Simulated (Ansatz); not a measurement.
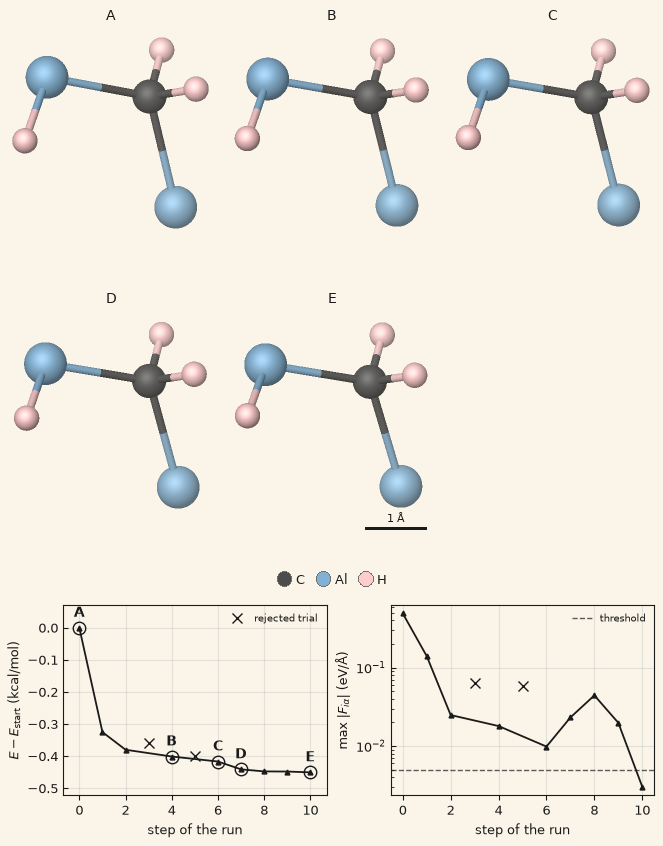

Frames of a relaxation of CH₃Al₂ (multiplicity 2), marked on the history of the run. The picture is a ball-and-stick view, seen from a free direction.

It is one of the separated reactants of a reaction.

These are results of Ansatz 0.2.0, UKS PBE0-D4/def2-TZVP, not measurements.

Input file:
```yaml
crystal:
  periodic: [false, false, false]
  atoms:
    - {symbol: C, position_ang: [-0.363253, -0.162785, -0.457372]}
    - {symbol: Al, position_ang: [0.650376, -1.866873, -0.734790]}
    - {symbol: Al, position_ang: [-0.277195, 0.761280, 1.277115]}
    - {symbol: H, position_ang: [-1.407040, -0.261554, -0.833642]}
    - {symbol: H, position_ang: [0.183926, 0.537448, -1.145904]}
    - {symbol: H, position_ang: [1.213186, 0.992484, 1.894593]}
basis:
  gaussian: {orbitals: def2-TZVP}
magnetization: {spin_polarized: true, initial_magnetization: 1}
hamiltonian: {xc: pbe0, dispersion: d4}
relax: {f_tol: 0.005, max_steps: 200}
```

Run as
```bash
ansatz run in.yaml --threads 2 --pin off --events-out ev --progress --plain --max-ram 4352MiB
```

**What happens along the run?**

The energy falls by 0.45 kcal/mol in 8 accepted moves (10 points after the start). The largest force component goes from 0.49 to 0.003 eV/Å. The line search rejected the trial steps at points 3, 5 of the run. H6 moves most after the best rigid fit: 0.16 Å. Largest moves by element: H 0.16 Å, Al 0.14 Å, C 0.05 Å. Some distances before and after: C1–Al3 1.967 → 1.944 Å, C1–Al2 2.002 → 1.981 Å, Al3–H6 1.630 → 1.611 Å, C1–H5 1.124 → 1.107 Å. Bond angles that change, for instance: Al2–C1–H4 110.6° → 106.4°, Al2–C1–Al3 120.0° → 122.6°. From step 0 to 4: H6 moves most (0.05 Å), energy −0.40 kcal/mol. From step 4 to 6: Al and H atoms move most (0.02 Å), energy −0.02 kcal/mol. From step 6 to 7: H6 moves most (0.05 Å), energy −0.02 kcal/mol. From step 7 to 10: Al2 moves most (0.05 Å), energy −0.01 kcal/mol.
